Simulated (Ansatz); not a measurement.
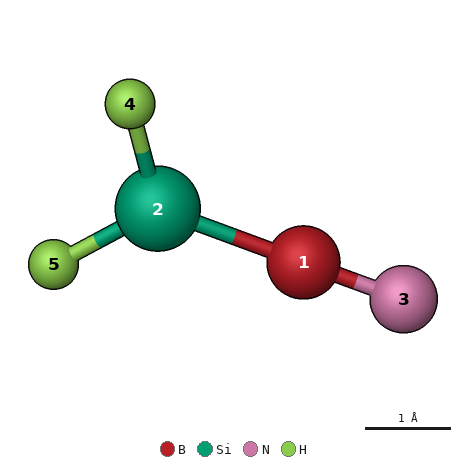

Computed geometry: PBE0-D4/def2-TZVP optimisation. No frequency run is at hand to confirm it as a minimum.

Give these bond angles: Si2–B1–N3, B1–Si2–H4, H4–Si2–H5.

| angle | degrees |
| --- | --- |
| Si2–B1–N3 | 179.7 |
| B1–Si2–H4 | 124.5 |
| H4–Si2–H5 | 111.1 |
